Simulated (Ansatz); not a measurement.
# ZnPS3 (C2/m): the dielectric response by several routes

Aim: the electronic dielectric constant of ZnPS3 (C2/m) by perturbation theory, a sum over states and the RPA step of G0W0.

Program: Ansatz 0.2.0. Level of theory: linear response on LDA, plane waves, PAW. Results are calculated unless marked as measured.

### 1. The starting structure

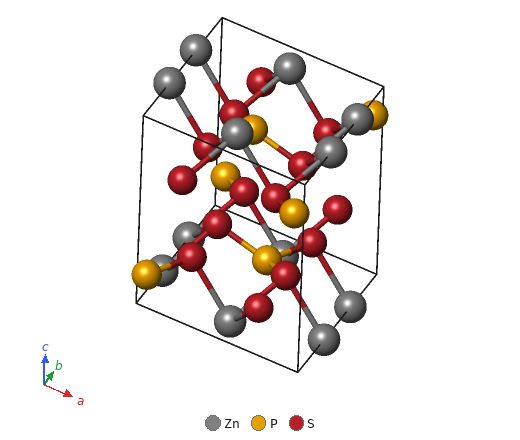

The cell as given, slightly off an axis (zinc grey, phosphorus orange, sulfur red). This picture shows the conventional cell, with its axes. Some periodic images of atoms are drawn too.

The structure was relaxed with LDA. The runs that relaxed it are not among those shown. The default PAW set here is soft_2. Its files were made with PBE.

### 2. Response to a homogeneous field

The response to a uniform field gives ε∞, a yardstick for the screening that GW builds on its mesh.

This step: dielectric response by perturbation theory, LDA, plane waves, PAW.

The input, input.yaml:

```yaml
crystal:
  lattice:
    - [2.9241439516, -5.0686337764, 0.0002131003]
    - [2.9241439516, 5.0686337764, 0.0002131003]
    - [-1.9314010456, 0.0, 6.30138264]
  atoms:
    - { symbol: Zn, position: [0.6674819479, 0.3325180521, 0.0] }
    - { symbol: Zn, position: [0.3325180521, 0.6674819479, 0.0] }
    - { symbol: P, position: [0.9420357264, 0.9420357264, 0.8265338672] }
    - { symbol: P, position: [0.0579642736, 0.0579642736, 0.1734661328] }
    - { symbol: S, position: [0.5801548021, 0.9164201668, 0.7487598531] }
    - { symbol: S, position: [0.0835798332, 0.4198451979, 0.2512401469] }
    - { symbol: S, position: [0.7465943414, 0.7465943414, 0.2505942246] }
    - { symbol: S, position: [0.2534056586, 0.2534056586, 0.7494057754] }
    - { symbol: S, position: [0.4198451979, 0.0835798332, 0.2512401469] }
    - { symbol: S, position: [0.9164201668, 0.5801548021, 0.7487598531] }
kpoints:
  mp_grid: { grid: [4, 4, 4] }
hamiltonian:
  xc: lda
scf:
  occupations: { method: fixed }
dielectric: {}
```

On the command line:

```bash
> ansatz run input.yaml --threads 8 --pin off --max-ram 55296MiB --backend cuda --events-out ev --progress --plain --runs-dir out --devices 1 --max-vram 24GiB
```

Numbers of over 12 decimals in the logs are rounded to 6 here.

What it wrote:

```text
GPUs: using 1 of 1 available (devices: 1).
Engine: ansatz 0.2.0, x86_64-unknown-linux-gnu
Pseudopotentials: kind: paw
Pseudopotential: Zn, paw, valence charge 12, recommended cutoff 420 eV (normal), Zn.paw.azcp
Pseudopotential: P, paw, valence charge 5, recommended cutoff 420 eV (normal), P.paw.azcp
Pseudopotential: S, paw, valence charge 6, recommended cutoff 420 eV (normal), S.paw.azcp
Functional definition: SPW92
  exchange = slater_x
  correlation = pw_c
device memory: the entry about to start is reckoned to put 7.1 GiB on a device that reports 78.6 GiB free (of which the cap on the GPU budget leaves the run 24.0 GiB)
GPU FFT provider: cuFFT
GPU libraries: cuBLAS 13.8.2, cuFFT 12.4.0, cuSOLVER 12.3.4
Crystal: 10 atoms, lattice volume = 186.795 Å³
Basis set: ecut = 420 eV, 3641 PW (Γ), exchange–correlation on 80×80×90 points (8 copies of the dense FFT grid, shifted against one another)
Bands: 45, of which v1, the nominal top of the filled ones, is band 35 counted from 1 (34 counted from 0)
Symmetry: 4 space group operations
k-points: 36 of 64 (irreducible under 1 space group operation, time reversal used)
Non-local potential: Zn, projectors of the file, l = 0: 2, l = 1: 2, l = 2: 3, l = 3: 1
Non-local potential: P, projectors of the file, l = 0: 2, l = 1: 2, l = 2: 2
Non-local potential: S, projectors of the file, l = 0: 2, l = 1: 2, l = 2: 2
PAW form: soft (Blöchl's): semilocal exchange-correlation on the pseudo side does not see the compensation charge
PAW frozen core: Zn, regenerated for the run's functional, and the local potential with it (the file was generated under x = pbe(κ = 0.804, μ = 0.219515), c = pbe(β = 0.066725))
PAW frozen core: P, regenerated for the run's functional, and the local potential with it (the file was generated under x = pbe(κ = 0.804, μ = 0.219515), c = pbe(β = 0.066725))
PAW frozen core: S, regenerated for the run's functional, and the local potential with it (the file was generated under x = pbe(κ = 0.804, μ = 0.219515), c = pbe(β = 0.066725))
PAW one-centre angular grid: Zn, 590 points (default); XC on 64 Gauss nodes
PAW one-centre angular grid: P, 110 points (default); XC on 64 Gauss nodes
PAW one-centre angular grid: S, 110 points (default); XC on 64 Gauss nodes
Initial density: superposition of atomic densities (neutral atoms: chi_scale 0, normalization atom), corrected by the library's trained network
Initial wavefunctions: pseudopotential atomic-orbital guess
GPU buffer pool allocated for 72000 grid points (all kernels)
GPU transforms: local potential and band sums: pruned to the plane-wave sphere, on 40×40×45
Functional: x = slater, c = lda
SCF iter   1: F=—  HF=-13165.903025 eV  |F-HF|=—  |Δ(HF+E_count)|=         —  Δρ=6.30e-3  dr2=5.98e-2  ethr=1.77e-3  ⟨swp⟩=5.9  Hψ=7097  notcnv=0  defer=254
preconditioner: auto → Resta (q_TF=auto, 2.317 Å⁻¹)  ε∞=6.0  [insulator: Δε(μ)=2.104 eV  Ē_g=10.188 eV  n_scr=38 (ndim 8)  ℏωp=22.7 eV  f_vac=0.015  ε∞_Penn≈6.0]
SCF iter   2: F=—  HF=-13165.889395 eV  |F-HF|=—  |Δ(HF+E_count)|=   1.36e-2  Δρ=3.15e-3  dr2=1.63e-2  ethr=8.55e-5  ⟨swp⟩=2.3  Hψ=3002  notcnv=0  defer=287
SCF iter   3: F=—  HF=-13165.886874 eV  |F-HF|=—  |Δ(HF+E_count)|=   2.52e-3  Δρ=1.90e-3  dr2=4.03e-3  ethr=2.33e-5  ⟨swp⟩=2.7  Hψ=2633  notcnv=0  defer=288
SCF iter   4: F=—  HF=-13165.884721 eV  |F-HF|=—  |Δ(HF+E_count)|=   2.15e-3  Δρ=3.19e-4  dr2=3.21e-4  ethr=5.76e-6  ⟨swp⟩=2.1  Hψ=2609  notcnv=0  defer=288
SCF iter   5: F=—  HF=-13165.884727 eV  |F-HF|=—  |Δ(HF+E_count)|=   6.34e-6  Δρ=1.33e-4  dr2=4.89e-5  ethr=4.59e-7  ⟨swp⟩=2.1  Hψ=2901  notcnv=0  defer=282
SCF iter   6: F=—  HF=-13165.884723 eV  |F-HF|=—  |Δ(HF+E_count)|=   3.67e-6  Δρ=4.75e-5  dr2=6.63e-6  ethr=6.98e-8  ⟨swp⟩=2.1  Hψ=2443  notcnv=0  defer=279
SCF iter   7: F=—  HF=-13165.884679 eV  |F-HF|=—  |Δ(HF+E_count)|=   4.46e-5  Δρ=8.72e-6  dr2=1.85e-7  ethr=9.47e-9  ⟨swp⟩=2.2  Hψ=2540  notcnv=0  defer=281
SCF iter   8: F=—  HF=-13165.884679 eV  |F-HF|=—  |Δ(HF+E_count)|=   9.94e-8  Δρ=2.05e-6  dr2=1.43e-8  ethr=2.64e-10  ⟨swp⟩=2.1  Hψ=2630  notcnv=0  defer=281
SCF iter   9: F=—  HF=-13165.884679 eV  |F-HF|=—  |Δ(HF+E_count)|=   1.30e-9  Δρ=5.13e-7  dr2=6.84e-10  ethr=2.04e-11  ⟨swp⟩=2.1  Hψ=2444  notcnv=0  defer=281
SCF iter  10: F=-13165.884679 eV  HF=-13165.884679 eV  |F-HF|=4.37e-11  |Δ(HF+E_count)|=  8.00e-11  Δρ=1.51e-7  dr2=6.61e-11  ethr=1.00e-12  ⟨swp⟩=16.0  Hψ=8724  notcnv=0
SCF 1 converged in 10 iterations: F = -13165.884679 eV  dr2 = 6.61e-11
  greatest PAW one-centre occupation: 0.988 electrons in one spin orbital (limit 2), on the Zn atom at site 1 (counted from 0), in its partial waves of l = 2
the response reads at least the filled bands of the reference SCF and the lowest empty band at each k-point, and that SCF's band table does not vouch for those bands. The notice of the band table in this run's record says why
device memory: the entry about to start is reckoned to put 0.8 GiB on a device that reports 78.4 GiB free (of which the cap on the GPU budget leaves the run 23.9 GiB)
NSCF: frozen V_eff on 1 k-points
device memory: the entry about to start is reckoned to put 0.8 GiB on a device that reports 78.4 GiB free (of which the cap on the GPU budget leaves the run 23.9 GiB)
NSCF: frozen V_eff on 1 k-points
device memory: the entry about to start is reckoned to put 0.8 GiB on a device that reports 78.4 GiB free (of which the cap on the GPU budget leaves the run 23.9 GiB)
NSCF: frozen V_eff on 1 k-points
device memory: the entry about to start is reckoned to put 0.1 GiB (of the 0.2 GiB reckoned in all, the device holds 0.1 GiB already) on a device that reports 78.4 GiB free (of which the cap on the GPU budget leaves the run 23.9 GiB)
device memory: the entry about to start is reckoned to put 4.3 GiB (of the 4.4 GiB reckoned in all, the device holds 0.1 GiB already) on a device that reports 78.4 GiB free (of which the cap on the GPU budget leaves the run 23.9 GiB)
DFPT response loops at Γ: preconditioner auto → Resta (q_TF=auto, 2.317 Å⁻¹)  ε∞=5.3 (no band partly filled); β = 1.00, the filter's whole step (`scf.mixing.beta` (0.50) is not read by the response loops at its default; to damp them type it under 1.00, their step now; it binds the ground state too); Broyden in place of MSR1
── the response to a field inside a basis, on 4×4×4 k-points: an SCF that follows is theirs, and a resumed run solves both again ──
device memory: the entry about to start is reckoned to put 0.5 GiB on a device that reports 78.3 GiB free (of which the cap on the GPU budget leaves the run 23.9 GiB)
GPU FFT provider: cuFFT
GPU libraries: cuBLAS 13.8.2, cuFFT 12.4.0, cuSOLVER 12.3.4
Bands: 36, of which v1, the nominal top of the filled ones, is band 35 counted from 1 (34 counted from 0)
k-points: 20 of 64
Initial density: handed on by an earlier stage of this run
Initial wavefunctions: pseudopotential atomic-orbital guess (no wavefunctions were taken with the density)
GPU buffer pool allocated for 72000 grid points (all kernels)
GPU transforms: band sums: pruned to the plane-wave sphere, on 40×40×45
Eigensolver: Dense (20 Hₖ)
SCF iter   1: F=—  HF=-13165.763874 eV  |F-HF|=—  |Δ(HF+E_count)|=         —  Δρ=3.75e-4  dr2=9.38e-5  ethr=1.00e-1
preconditioner: auto → Resta (q_TF=auto, 2.317 Å⁻¹)  ε∞=7.7  [insulator: Δε(μ)=2.250 eV  Ē_g=8.754 eV  n_scr=38 (ndim 8)  ℏωp=22.7 eV  f_vac=0.011  ε∞_Penn≈7.7]
SCF iter   2: F=—  HF=-13165.763861 eV  |F-HF|=—  |Δ(HF+E_count)|=   1.27e-5  Δρ=1.99e-4  dr2=3.36e-5  ethr=1.34e-7
SCF iter   3: F=—  HF=-13165.763862 eV  |F-HF|=—  |Δ(HF+E_count)|=   1.72e-7  Δρ=1.01e-4  dr2=8.15e-6  ethr=4.80e-8
SCF iter   4: F=—  HF=-13165.763862 eV  |F-HF|=—  |Δ(HF+E_count)|=   3.16e-7  Δρ=1.10e-5  dr2=2.90e-7  ethr=1.16e-8
SCF iter   5: F=-13165.763862 eV  HF=-13165.763862 eV  |F-HF|=7.35e-10  |Δ(HF+E_count)|=   1.76e-8  Δρ=3.72e-6  dr2=2.32e-8  ethr=4.14e-10
SCF 1 converged in 5 iterations: F = -13165.763862 eV  dr2 = 2.32e-8
device memory: the entry about to start is reckoned to put 0.1 GiB (of the 0.2 GiB reckoned in all, the device holds 0.1 GiB already) on a device that reports 78.2 GiB free (of which the cap on the GPU budget leaves the run 23.8 GiB)
device memory: the entry about to start is reckoned to put 5.0 GiB on a device that reports 78.0 GiB free (of which the cap on the GPU budget leaves the run 23.7 GiB)
DFPT response loops at Γ: preconditioner auto → Resta (q_TF=auto, 2.317 Å⁻¹)  ε∞=5.2 (no band partly filled); β = 1.00, the filter's whole step (`scf.mixing.beta` (0.50) is not read by the response loops at its default; to damp them type it under 1.00, their step now; it binds the ground state too); Broyden in place of MSR1
SCF converged after 10 iterations
Free energy (F): -13165.884679 eV
Harris-Foulkes:  -13165.884679 eV  (|F-HF|=4.37e-11)
Internal energy: -13165.884679 eV  (E = F + TS)
E sigma→0 (E₀):  -13165.884679 eV
Fermi energy:    6.148766 eV
--- Per-component energies (eV) ---
  E_band       = 7.345558
  E_kinetic    = 1057.407993
  E_local      = -5443.555742  (includes V_loc(G=0)·N_el)
  E_nonlocal   = 1485.164617
  E_hartree    = 2260.325971
  E_xc         = -973.565998
  E_vxc        = -758.793861  (∫ρ·V_xc dr)
  E_paw        = -8009.908409  (= ΣΔE_a)
  E_vpaw       = -853.528498  (= ΣTr[D̂ρ^β])
  E_aug_tail   = -0.000723  (compensation charges beyond the density's cutoff)
  E_ewald      = -3546.020558
  E_core_change = 4.268171  (= ΣΔE_core)
  E_smearing   = -0.000000  (= −TS)
  E_closure    = 0.000000  (closes the sum)
  Σ components = -13165.884679   (vs F -13165.884679, Δ=0.00e0)
--- Band table (eV; the first three rows and the last of 36) ---
  k-point 0: bands = [... 31 lower, 5.2865, 5.3717, 5.7875, 5.8383, 8.2934, 9.4091, 9.5148, 9.8313, ... 6 higher]
  k-point 1: bands = [... 31 lower, 5.2867, 5.2873, 5.8429, 5.8566, 8.5698, 9.4550, 9.8116, 9.8369, ... 6 higher]
  k-point 2: bands = [... 31 lower, 5.2192, 5.2978, 5.8545, 5.9190, 8.7755, 9.4021, 9.6526, 9.7603, ... 6 higher]
  k-point 35: bands = [... 31 lower, 4.4778, 5.2275, 5.6937, 5.7917, 8.9629, 9.1378, 9.4833, 9.7070, ... 6 higher]
--- Dielectric response (ions clamped): 3 representative field directions + reference, inside a basis on a mesh of 64 k-points (Σ response iterations 15) ---
  ε∞ (high-frequency dielectric tensor):
        8.487374    -0.000000    -0.033451
       -0.000000     8.469482     0.000000
       -0.033451     0.000000     5.218980
  Born effective charges Z* (e; rows j = field, columns β = displacement):
    site 0:
         2.92842    0.00000   -0.00558
         0.00000    2.92475    0.00000
         0.02022    0.00000    1.40238
    site 1:
         2.92842    0.00000   -0.00558
         0.00000    2.92475    0.00000
         0.02022    0.00000    1.40238
    site 2:
         3.08511   -0.00000   -0.04314
         0.00000    3.11487    0.00000
        -0.05501    0.00000    0.79406
    site 3:
         3.08511   -0.00000   -0.04314
         0.00000    3.11487    0.00000
        -0.05501    0.00000    0.79406
    site 4:
        -1.74598    0.47745    0.09454
         0.46671   -2.28374   -0.14912
         0.00525   -0.00542   -0.68440
    site 5:
        -1.74598   -0.47745    0.09454
        -0.46671   -2.28374    0.14912
         0.00525    0.00542   -0.68440
    site 6:
        -2.52156    0.00000   -0.14035
        -0.00000   -1.47214   -0.00000
         0.02429   -0.00000   -0.82763
    site 7:
        -2.52156    0.00000   -0.14035
        -0.00000   -1.47214   -0.00000
         0.02429   -0.00000   -0.82763
    site 8:
        -1.74598    0.47745    0.09454
         0.46671   -2.28374   -0.14912
         0.00525   -0.00542   -0.68440
    site 9:
        -1.74598   -0.47745    0.09454
        -0.46671   -2.28374    0.14912
         0.00525    0.00542   -0.68440
  Z* charge neutrality: 3.234e-2 e pre-enforcement
  solved inside a basis spanned on kpoints, on 4×4×4 k-points, its susceptibility summed on 8×8×6: ε∞ is read to err by 6.0e-2, Z* by 3.6e-2 e (field_mesh: kpoints solves on kpoints); Z* is corrected for what the basis lacks
```

Elapsed: 13 s, on 1 × NVIDIA H100 80GB HBM3 with 8 threads of AMD EPYC 7R13 (Zen 3), shared host; peak memory 2.5 GiB; 59 s of CPU time.

The column dr2 measures how far the density is from self-consistency, as an energy; F and HF (Harris–Foulkes) agree once it is small.

This step gave:

| Item | Value |
| --- | --- |
| stated error of ε∞ | 0.06 |

One over ε∞ averages 0.14, under the quarter of exact exchange in PBE0, which by this rule of thumb may open the gap too far.

High-frequency dielectric tensor:

```
 8.49  0.00 -0.03
 0.00  8.47  0.00
-0.03  0.00  5.22
```

Born effective charge (e), principal values of the symmetric part by kind of site:

```csv
atom,atoms with these values,low,middle,high,mean
Zn1,2,1.40,2.92,2.93,2.42
P3,2,0.79,3.09,3.11,2.33
S5,4,-2.56,-1.47,-0.68,-1.57
S7,2,-2.52,-1.47,-0.83,-1.61
```

In full for S7:

```
-2.52  0.00 -0.14
 0.00 -1.47  0.00
 0.02  0.00 -0.83
```

### 3. Independent-particle spectrum

The independent-particle spectrum shows where the oscillator strength lies, before excitons and local fields.

This step: independent-particle optics on LDA, plane waves, PAW.

input.yaml: that of step 2 with these lines changed.

```diff
@@ -17,3 +17,3 @@
 kpoints:
-  mp_grid: { grid: [4, 4, 4] }
+  mp_grid: { grid: [6, 6, 4] }
 hamiltonian:
@@ -22,2 +22,4 @@
   occupations: { method: fixed }
-dielectric: {}
+  n_extra_bands: 128
+output:
+  optics: { e_range: [0, 25], de: 0.1, sigma: 0.2 }
```

What it wrote:

```text
[...]
GPUs: using 1 of 1 available (devices: 1).
[...]
GPU FFT provider: cuFFT
GPU libraries: cuBLAS 13.8.2, cuFFT 12.4.0, cuSOLVER 12.3.4
Crystal: 10 atoms, lattice volume = 186.795 Å³
Basis set: ecut = 420 eV, 3641 PW (Γ)
Bands: 163, of which v1, the nominal top of the filled ones, is band 35 counted from 1 (34 counted from 0)
Symmetry: 4 space group operations
[...]
k-points: 47 of 144
[...]
GPU buffer pool allocated for 72000 grid points (all kernels)
[...]
SCF iter   1: F=—  HF=-13165.905267 eV  |F-HF|=—  |Δ(HF+E_count)|=         —  Δρ=6.33e-3  dr2=5.93e-2  ethr=1.77e-3  ⟨swp⟩=4.4  Hψ=27976  notcnv=0  defer=5902
[...]
SCF iter  12: F=-13165.886087 eV  HF=-13165.886087 eV  |F-HF|=3.64e-12  |Δ(HF+E_count)|=  7.28e-12  Δρ=4.64e-8  dr2=2.72e-12  ethr=1.00e-12  ⟨swp⟩=14.7  Hψ=70714  notcnv=0
SCF 1 converged in 12 iterations: F = -13165.886087 eV  dr2 = 2.72e-12
[...]
Optics k sum: 0 of 47 k-points
Optics k sum: 3 of 47 k-points
[...]
Optics k sum: 47 of 47 k-points
[...]
SCF converged after 12 iterations
Free energy (F): -13165.886087 eV
[...]
Internal energy: -13165.886087 eV  (E = F + TS)
E sigma→0 (E₀):  -13165.886087 eV
Fermi energy:    6.313085 eV
[...]
--- Band table (eV; the first three rows and the last of 47) ---
  k-point 0: bands = [... 31 lower, 5.2864, 5.3716, 5.7874, 5.8383, 8.2936, 9.4092, 9.5147, 9.8313, ... 124 higher]
  k-point 1: bands = [... 31 lower, 5.2866, 5.2873, 5.8429, 5.8565, 8.5700, 9.4550, 9.8115, 9.8368, ... 124 higher]
  k-point 2: bands = [... 31 lower, 5.2191, 5.2978, 5.8544, 5.9189, 8.7757, 9.4020, 9.6527, 9.7602, ... 124 higher]
  k-point 46: bands = [... 31 lower, 4.4778, 5.2274, 5.6937, 5.7916, 8.9628, 9.1378, 9.4833, 9.7070, ... 124 higher]
```

The job ended after 23 s (1 × NVIDIA H100 80GB HBM3 with 8 threads; peak memory 4 GiB).

Numbers from this step:

```yaml
eps_infinity_without_local_fields_xx_yy_zz: 9.462, 9.448, 6.821
electrons_in_the_f_sum_xx_yy_zz: 47.58, 47.58, 47.18
bands_in_the_explicit_sum_the_static_value_is_completed_to_all_bands: 163
```

The sum gives ε∞ = 9.46, 9.45 and 6.82 without local fields.

The ε₂ has structure finer than the step of the table below, so its rows give means over 1 eV, whole bins alone (the curve runs from 0 to 25 eV). Peaks (eV: height): xx 3.8: 19.2, 5.8: 13.6; yy 3.8: 18.9, 5.8: 12.7; zz 6.8: 12.3.

Independent particles, no local fields, Gaussian width 0.2 eV. ε₂ against photon energy; means over each step:

```csv
photon energy (eV),xx,yy,zz
1,0,0,0
2,0.129,0.149,0.00989
3,4.77,4.60,1.41
4,16.0,16.1,4.29
5,10.8,11.0,7.89
6,11.9,11.7,9.48
7,8.77,8.87,11.1
8,6.12,6.04,8.41
9,4.05,4.05,4.78
10,3.14,3.17,3.81
11,2.13,2.11,2.70
12,1.61,1.64,1.73
13,1.24,1.23,1.47
14,0.778,0.782,1.24
15,0.629,0.645,0.968
16,0.559,0.543,0.732
17,0.406,0.408,0.569
18,0.320,0.327,0.439
19,0.278,0.277,0.353
20,0.236,0.229,0.249
21,0.186,0.189,0.195
22,0.163,0.165,0.165
23,0.145,0.144,0.139
24,0.119,0.121,0.124
```

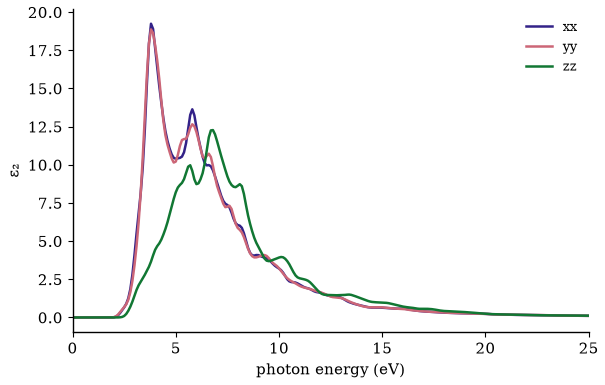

ε₂, plotted against photon energy.

The loss function has structure finer than the step of the table below, so its rows give means over 2.5 eV, whole bins alone (the curve runs from 0 to 25 eV). Peaks (eV: height): xx 20.30: 4.43; yy 20.30: 4.47; zz 20.60: 4.74.

Independent particles, no local fields, Gaussian width 0.2 eV. Table of loss function by photon energy; means over each step:

```csv
photon energy (eV),xx,yy,zz
2.5,0.00813,0.00785,0.00842
5.0,0.0729,0.0734,0.0566
7.5,0.119,0.119,0.0993
10.0,0.200,0.201,0.199
12.5,0.320,0.322,0.366
15.0,0.689,0.678,0.613
17.5,1.83,1.82,1.33
20.0,3.84,3.85,3.59
22.5,1.87,1.88,2.27
```

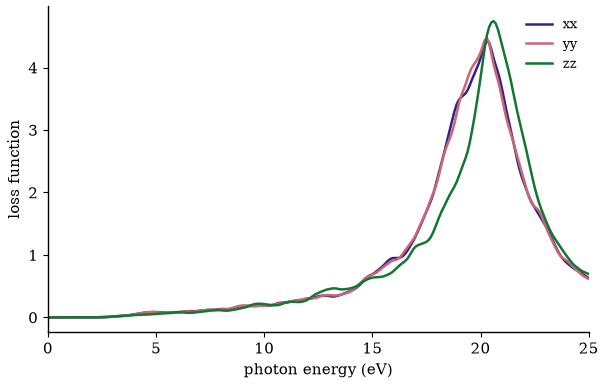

Loss function, plotted against photon energy.

[end of part 1 of 2]

[Paths, hosts, dates, memory and timing lines, banners, echoed tables and standing remarks are left out of the program output.]

[Logs are printed without paths, hosts, clocks, repeated set-up lines and the standing remarks that a program may print on its own settings, such as how far it seeks lower states.]

[Runs of the session that timed out or met a known fault of the program may be left out.]

[Cells called generated may have been cut or substituted from an entry of the Crystallography Open Database or the Materials Project.]

[Hosts, paths, dates, database ids (printed as entryN), source tags and the programs' standing remarks are cut or masked in the printed files.]
